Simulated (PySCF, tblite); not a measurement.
# C₅H₈NO₂ radical: geometry, infrared bands and EPR parameters

Aim: predict the infrared bands and EPR parameters of C₅H₈NO₂ radical (`[CH2]NC(=O)C1COC1`).

Computed with tblite 0.8.0 and PySCF 2.14.0, with density-fitted response routines of our own, on a single molecule in the gas phase. Atoms count from 0, in the outputs and in this text.

## (1) Starting geometry

16 atoms, charge 0, multiplicity 2; geometry from: force field or distance geometry start.

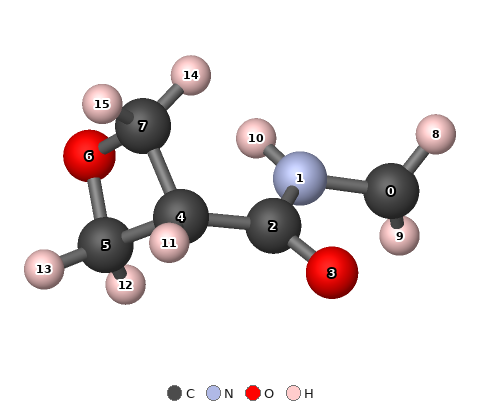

As it starts; carbon dark grey, nitrogen light blue, oxygen red, hydrogen pink, atoms numbered.

## (2) Geometry optimisation with GFN2-xTB

What the job is given:

```
{"job": {"kind": "relax", "xc": "GFN2-xTB", "basis": "xTB"}, "charge": 0, "multiplicity": 2}
C      2.792000     0.010200    -0.015400
N      1.360500     0.112700    -0.155300
C      0.579500    -0.122100     1.025200
O      1.214900    -0.379100     2.069100
C     -0.894300    -0.039800     0.972300
C     -1.607400    -0.978900     0.033300
O     -1.708600     0.004300    -0.984900
C     -1.362900     0.978000    -0.013200
H      3.359400     0.924200    -0.098700
H      3.226700    -0.902800    -0.402500
H      0.920200     0.331800    -1.056000
H     -1.419000    -0.009200     1.952000
H     -1.001500    -1.803600    -0.352200
H     -2.643600    -1.257300     0.347600
H     -0.569400     1.623200    -0.459600
H     -2.254100     1.517300     0.394500
```

The run is started by

```
OMP_NUM_THREADS=1 python probes_run.py task.json out
```

One launch serves the whole session: the jobs run in the order shown.

What it wrote:

```text
step      E/eV     max force
  0    -699.28554    3.842
  1    -699.53961    3.161
  2    -699.66135    1.346
  3    -699.75644    1.096
  4    -699.87808    0.792
  5    -699.92057    0.687
  6    -699.94695    0.520
  7    -699.96411    0.408
  8    -699.97858    0.353
  9    -699.98787    0.268
 10    -699.99568    0.218
 11    -700.00277    0.202
 12    -700.00953    0.206
 13    -700.01593    0.259
 14    -700.02219    0.231
 15    -700.02878    0.238
 16    -700.03684    0.276
 17    -700.04821    0.322
 18    -700.06537    0.536
 19    -700.09005    0.665
 20    -700.12666    0.579
 21    -700.16831    0.590
 22    -700.20147    0.630
 23    -700.23552    0.716
 24    -700.19498    1.564
 25    -700.29275    0.682
 26    -700.32575    0.910
 27    -700.40412    1.292
 28    -700.45615    0.937
 29    -700.49403    0.494
 30    -700.53953    0.737
 31    -700.57556    0.384
 32    -700.59221    0.276
 33    -700.60750    0.281
 34    -700.61894    0.279
 35    -700.62930    0.239
 36    -700.63490    0.175
 37    -700.63889    0.131
 38    -700.64205    0.165
 39    -700.64565    0.189
 40    -700.64905    0.125
 41    -700.65130    0.102
 42    -700.65279    0.095
 43    -700.65450    0.118
 44    -700.65638    0.140
 45    -700.65838    0.127
 46    -700.66024    0.129
 47    -700.66202    0.119
 48    -700.66348    0.106
 49    -700.66482    0.104
 50    -700.66617    0.102
 51    -700.66831    0.150
 52    -700.67155    0.206
 53    -700.67520    0.193
 54    -700.67836    0.152
 55    -700.68081    0.137
 56    -700.68335    0.147
 57    -700.68714    0.227
 58    -700.69106    0.216
 59    -700.69384    0.117
 60    -700.69565    0.100
 61    -700.69668    0.141
 62    -700.69715    0.129
 63    -700.69827    0.069
 64    -700.69907    0.077
 65    -700.69994    0.080
 66    -700.70116    0.113
 67    -700.70247    0.097
 68    -700.70327    0.067
 69    -700.70358    0.105
 70    -700.70378    0.054
 71    -700.70395    0.030
 72    -700.70406    0.033
 73    -700.70417    0.036
 74    -700.70428    0.033
 75    -700.70446    0.028
 76    -700.70466    0.025
 77    -700.70484    0.035
 78    -700.70507    0.046
 79    -700.70535    0.046
 80    -700.70561    0.030
 81    -700.70575    0.024
 82    -700.70582    0.025
 83    -700.70588    0.026
 84    -700.70597    0.024
 85    -700.70607    0.020
 86    -700.70615    0.019
 87    -700.70619    0.020
 88    -700.70623    0.017
 89    -700.70627    0.013
 90    -700.70632    0.017
 91    -700.70638    0.024
 92    -700.70644    0.024
 93    -700.70651    0.019
 94    -700.70658    0.020
 95    -700.70663    0.021
 96    -700.70668    0.020
 97    -700.70674    0.018
 98    -700.70680    0.016
 99    -700.70685    0.018
100    -700.70689    0.015
101    -700.70692    0.015
102    -700.70694    0.015
103    -700.70696    0.010
104    -700.70698    0.007
```

Wall time 0.6 s (1 thread of Arm Neoverse V1, shared host).

Relaxation path: (not every step is listed)

```
step  energy from step 0 (eV)  largest force (eV/Å)
   0                   0.0000                3.8419
   1                  -0.2541                3.1614
   2                  -0.3758                1.3463
   3                  -0.4709                1.0959
   4                  -0.5925                0.7915
   5                  -0.6350                0.6866
   6                  -0.6614                0.5199
   7                  -0.6786                0.4079
   8                  -0.6930                0.3533
  17                  -0.7627                0.3224
  26                  -1.0402                0.9096
  35                  -1.3438                0.2388
  44                  -1.3708                0.1403
  53                  -1.3897                0.1934
  62                  -1.4116                0.1295
  71                  -1.4184                0.0297
  80                  -1.4201                0.0300
  89                  -1.4207                0.0135
  98                  -1.4213                0.0156
  99                  -1.4213                0.0185
 100                  -1.4214                0.0150
 101                  -1.4214                0.0148
 102                  -1.4214                0.0148
 103                  -1.4214                0.0102
 104                  -1.4214                0.0073
```

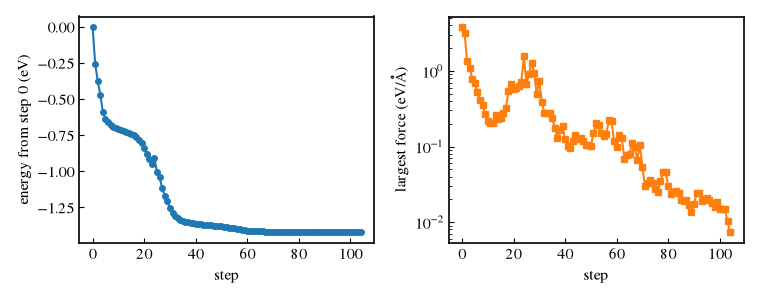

Energy and largest force along the relaxation.

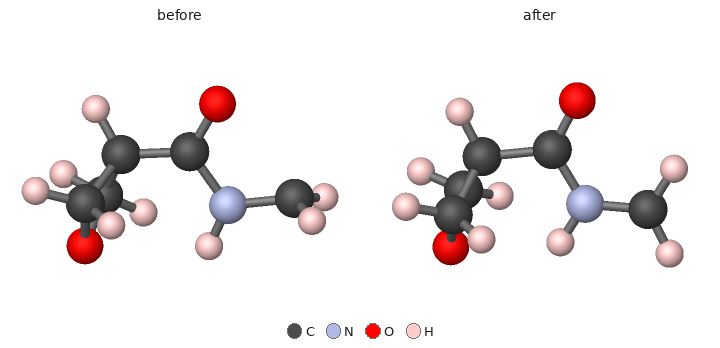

Before and after, at one scale.

Close pairs (by a distance rule), those that changed most:

```
  bond  before (Å)  after (Å)  change (Å)
 C0–N1       1.442      1.350      -0.092
 N1–C2       1.435      1.374      -0.061
 C4–C7       1.492      1.539      +0.047
 C2–C4       1.477      1.514      +0.037
 C4–C5       1.507      1.539      +0.032
 C2–O3       1.249      1.220      -0.029
C7–H15       1.119      1.094      -0.025
C5–H13       1.118      1.094      -0.024
```

The next job starts from the end point, and lists it.

## (3) Infrared spectrum with GFN2-xTB

What the job is given:

```
{"job": {"kind": "ir", "xc": "GFN2-xTB", "basis": "xTB"}, "charge": 0, "multiplicity": 2}
C      2.645397    -0.039168    -0.210057
N      1.302555    -0.005685    -0.078558
C      0.633111    -0.157919     1.111459
O      1.204163    -0.335226     2.174542
C     -0.872486    -0.081278     0.969021
C     -1.454106    -0.925114    -0.179187
O     -1.606122     0.240058    -0.997138
C     -1.378719     1.101163     0.123818
H      3.081089     0.092837    -1.177789
H      3.230365    -0.194446     0.673234
H      0.745776     0.140709    -0.913042
H     -1.326513    -0.210819     1.949650
H     -0.803111    -1.675547    -0.633660
H     -2.423746    -1.375383     0.052690
H     -0.669845     1.902402    -0.098088
H     -2.315405     1.532360     0.489178
```

What it wrote:

```text
mode    cm-1     km/mol
  1      89.7     13.46
  2      93.9     13.68
  3     143.4      3.09
  4     232.2      3.55
  5     288.2      0.31
  6     312.8      1.10
  7     362.0     13.94
  8     414.8      9.52
  9     475.3     22.80
 10     595.6      4.77
 11     634.8     15.05
 12     741.9     93.07
 13     806.4      4.59
 14     828.5      6.68
 15     892.5      2.02
 16     996.8     23.36
 17     999.2     27.38
 18    1021.9      8.60
 19    1058.7     61.71
 20    1083.6     13.87
 21    1100.1      6.48
 22    1103.4      2.44
 23    1138.9     31.05
 24    1183.3     17.72
 25    1185.5      6.31
 26    1246.5      0.20
 27    1256.2     10.05
 28    1274.6     58.47
 29    1287.3      4.47
 30    1345.1     41.85
 31    1439.7     16.33
 32    1479.1      0.68
 33    1488.6      1.35
 34    1699.4    411.00
 35    2930.5      5.08
 36    2932.1     70.90
 37    2958.3      4.30
 38    2960.8     79.15
 39    3018.8     19.38
 40    3155.3      0.41
 41    3215.9     10.13
 42    3373.9     21.50
```

It took 0.45 s on 1 thread of Arm Neoverse V1, shared host.

The strongest bands and the atoms that carry them (share of the mass-weighted mode):

```
cm⁻¹  km/mol                                  atoms
 742    93.1                      H10 80 %, H9 12 %
1059    61.7              O6 45 %, C5 23 %, C7 22 %
1139    31.1  H15 22 %, H13 22 %, O6 15 %, H12 12 %
1275    58.5    H10 33 %, N1 18 %, C0 17 %, H9 14 %
1345    41.9    H8 39 %, H9 19 %, H10 15 %, C0 11 %
1699   411.0                       C2 62 %, O3 32 %
2932    70.9           H13 50 %, H15 25 %, H12 10 %
2961    79.2           H12 57 %, H14 23 %, H13 11 %
```

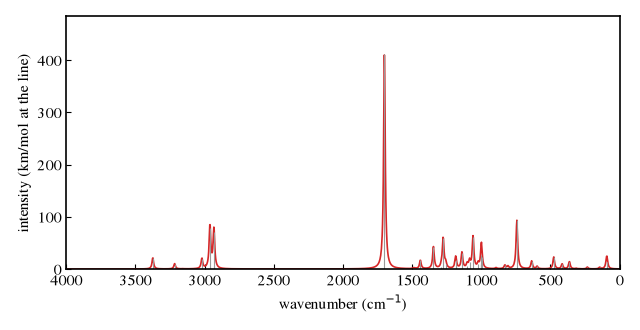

The infrared spectrum from these modes, unscaled. Lines are broadened to a width of 14 cm⁻¹ (Lorentzian).

## (4) g tensor and hyperfine couplings: B3LYP/pcH-1

Same as in step 3 but for these lines:

```diff
@@ -1,2 +1,2 @@
-{"job": {"kind": "ir", "xc": "GFN2-xTB", "basis": "xTB"}, "charge": 0, "multiplicity": 2}
+{"job": {"kind": "epr", "basis": "pcH-1"}, "charge": 0, "multiplicity": 2}
 C      2.645397    -0.039168    -0.210057
```

Level: UKS B3LYP, pcH-1 on C H N O, non-relativistic, mean-field spin-orbit, GIAO.

What it wrote:

```text
UKS, coarse grid
  cycle   1  E = -400.27514552  |g| = 7.53e-01
  cycle   2  E = -399.37950707  |g| = 1.66e+00
  cycle   3  E = -400.47178742  |g| = 2.05e-01
  cycle   4  E = -400.48406744  |g| = 1.29e-01
  cycle   5  E = -400.48970650  |g| = 2.72e-02
  cycle   6  E = -400.49002644  |g| = 8.71e-03
  cycle   7  E = -400.49006705  |g| = 2.88e-03
  cycle   8  E = -400.49007539  |g| = 1.55e-03
  cycle   9  E = -400.49007721  |g| = 4.65e-04
UKS, final grid
  cycle   1  E = -400.49003014  |g| = 7.64e-04
  cycle   2  E = -400.49002958  |g| = 1.49e-03
  cycle   3  E = -400.49003037  |g| = 1.82e-04
  cycle   4  E = -400.49003039  |g| = 6.02e-05
  cycle   5  E = -400.49003039  |g| = 3.39e-05
  cycle   6  E = -400.49003039  |g| = 1.19e-05
E = -400.49003039 Eh   <S^2> = 0.7554 (exact 0.7500)
g shifts (ppm)      1          2          3
  rmc          -173       -173       -173
  gc              2         41         32
  oz_so         -18        902       1436
  total        -189        771       1295
hyperfine (MHz)  atom isotope    a_iso     a_fc   dipolar eigenvalues
    0   13C      69.97      69.97    -69.87    -68.17    138.04
    1   14N      -3.63      -3.63     -4.90     -3.87      8.76
    2   13C       2.57       2.57     -7.67     -5.89     13.56
    3   17O      -7.88      -7.88    -35.04     17.05     17.99
    4   13C      -5.10      -5.10     -0.46     -0.22      0.68
    5   13C      11.86      11.86     -0.87     -0.74      1.61
    6   17O       0.09       0.09     -0.29      0.15      0.15
    7   13C      11.88      11.88     -0.87     -0.74      1.61
    8    1H     -57.28     -57.28    -34.21      0.95     33.26
    9    1H     -57.51     -57.51    -32.10      0.09     32.01
   10    1H      -6.60      -6.60     -5.51     -4.81     10.32
   11    1H      -0.32      -0.32     -1.38     -1.20      2.58
   12    1H      -0.08      -0.08     -2.13     -0.84      2.96
   13    1H       2.99       2.99     -0.85     -0.71      1.56
   14    1H      -0.07      -0.07     -2.12     -0.84      2.96
   15    1H       3.01       3.01     -0.85     -0.71      1.56
```

Wall time 73 s (1 thread of Arm Neoverse V1, shared host); peak memory 0.97 GiB.

Principal g values 2.00213, 2.00309, 2.00361; g(iso) = 2.00295, against 2.00232 for a free electron.

Hyperfine couplings; where a row names several nuclei, a(iso) is their mean (it holds for fast rotation or exchange) and the dipolar term the largest among them:

```
  nuclei  isotope  a(iso) (MHz)  a(iso) (G, at g = 2.0023)  largest dipolar term (MHz)
      C0      13C          70.0                       25.0                       138.0
  H8, H9       1H         -57.4                      -20.5                       -34.2
  C5, C7      13C          11.9                        4.2                         1.6
      O3      17O          -7.9                       -2.8                       -35.0
     H10       1H          -6.6                       -2.4                        10.3
      C4      13C          -5.1                       -1.8                         0.7
      N1      14N          -3.6                       -1.3                         8.8
H13, H15       1H           3.0                        1.1                         1.6
      C2      13C           2.6                        0.9                        13.6
     H11       1H          -0.3                       -0.1                         2.6
      O6      17O           0.1                        0.0                        -0.3
H12, H14       1H          -0.1                        0.0                         3.0
```

Mulliken spin populations:

C0 0.89; N1 0.02; C2 0.07; O3 0.11; C4 -0.01; C5 0.01; O6 0.00; C7 0.01; H8 -0.04; H9 -0.04; H10 0.00; H11 0.00; H12 0.00; H13 0.00; H14 0.00; H15 0.00

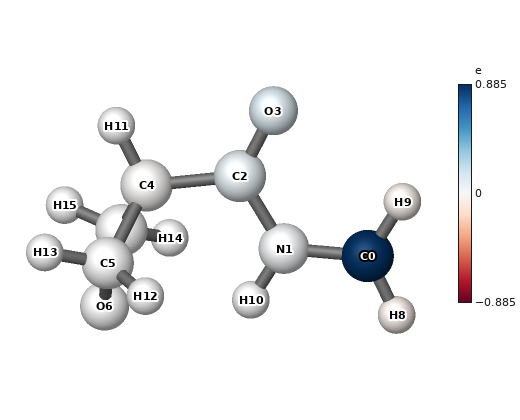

Mulliken spin populations, as colours on the atoms.

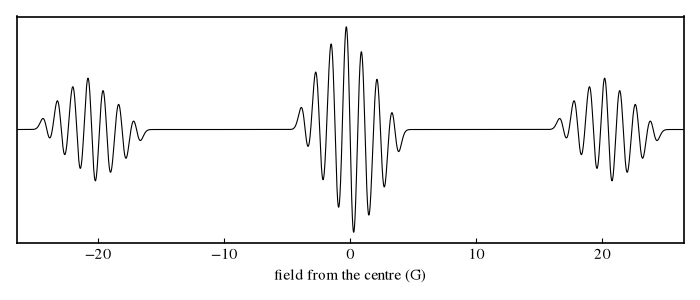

First-order isotropic spectrum (first derivative, main isotopes with spin only, couplings over 0.8 MHz, Gaussian width 0.3 G; couplings of the frozen geometry, rotation of groups not averaged beyond the rows shown).

Orbitals, density, ELF and potential are computed afterwards from the orbital file.

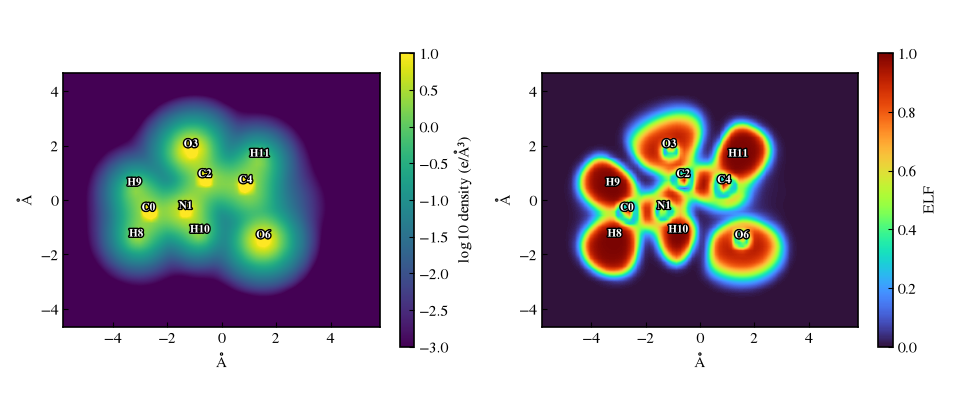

Density (left) and ELF (right) in a plane through or near 10 of the atoms.

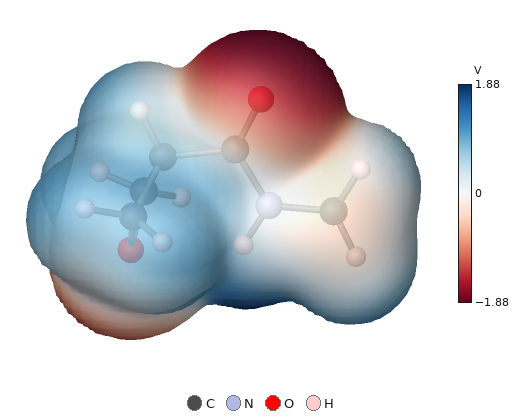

Electrostatic potential on the surface of density 0.002 e/bohr³; red is low, blue high. It runs from -1.88 V near O3 to 1.80 V near H10.

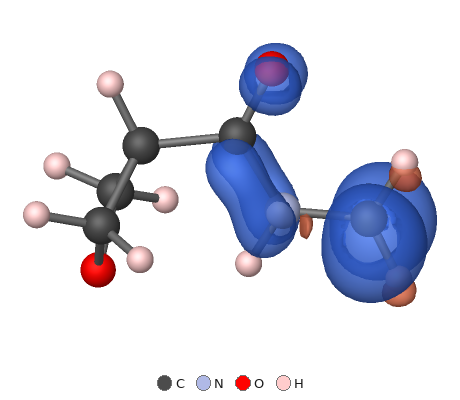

Spin density at ±0.03 e/Å³ (alpha excess blue, beta excess red).

## (5) Outcome

| quantity | value |
| --- | --- |
| strongest single infrared mode (GFN2-xTB) | 1699 cm⁻¹, 411 km/mol |
| zero-point energy (GFN2-xTB) | 78.4 kcal/mol |
| g(iso) (B3LYP) | 2.00295 |
| ⟨S²⟩ | 0.755 (exact 0.75) |
| largest a(iso) (averaged by class) | 13C on C0, 70.0 MHz |
| surface potential, least and greatest | -1.88 V and 1.80 V |

**Reading.** Relaxing lowered the energy by 1.421 eV in 104 steps; the close pair that moved most is C0–N1, from 1.442 to 1.350 Å. No mode is imaginary among the 42: a minimum at this level. The strongest single mode, at 1699 cm⁻¹, moves mainly C2 and O3. Unscaled tight-binding wavenumbers are off by several per cent, some by more. Its intensities can rank the bands wrongly. Most of the unpaired spin sits on C0 (0.89 e). The isotropic g lies 0.6 ppt above the free-electron value.
